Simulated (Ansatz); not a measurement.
Where the default PAW files enter, the runs use the earlier of Ansatz's two default sets.

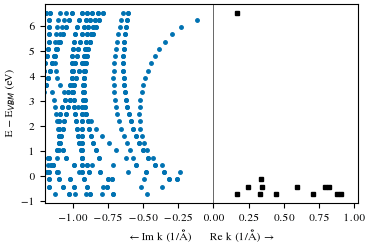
*Complex bands at the centre of the two-dimensional zone; r2SCAN (Ansatz, a first-principles code)*

The gap is the functional's own, uncorrected, and κ follows it; spin-orbit coupling is left out. Mid-gap values are interpolated between the computed energies.

### Question
This is SiO$_{2}$ (P4_12_12, 12 atoms a cell, 14.4 Å³ an atom) along the normal of (111). Read off the slowest decay at the centre of the two-dimensional zone at 3.04 eV, the computed energy nearest the middle of the gap.

### Answer
κ ≈ 0.52 1/Å, a decay length 1/(2κ) of the density of 0.96 Å.
